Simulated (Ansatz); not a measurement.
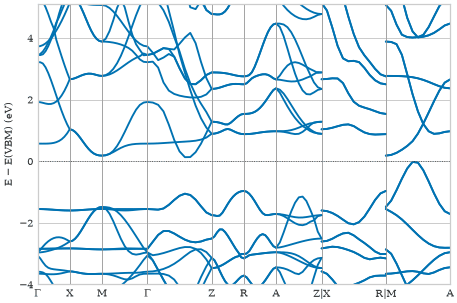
Fig. 1. Band structure from r²SCAN in the plane-wave PAW code Ansatz

Q: Read off the gap and where the band edges lie.

A: About 0.1 eV (0.11 eV by a search for the band edges); maximum on the M–A line, 45 % of the way from M, minimum on the Γ–Z line, 62 % of the way from Γ.

Q: Pick the material that matches.
A. GaAs, P4_2/mnm (Ga on 4g, As on 4f)
B. CsSnI3, P4/mbm (Cs on 2d, Sn on 2b, I on 4h, I on 2a)
C. Si2Ru, P4_2/mnm (Ru on 2a, Si on 4f)
D. MgS, P4_2/mmc (Mg on 2c, S on 2e)

A: C, Si2Ru, P4_2/mnm (Ru on 2a, Si on 4f)

The start of the workflow was typed in or built on a structure type; neither database checked (COD, Materials Project) lists it. Its standing as an ambient phase is unchecked. The cell was relaxed with r²SCAN under the symmetry of its start; whether a distortion lowers the energy is not shown. The run is not spin-polarised. The volume moved by 20 % from the start of the relaxation. Scalar-relativistic: spin–orbit coupling is off unless named, which matters more the heavier the elements.

Potentials: the later of the program's two PAW sets.
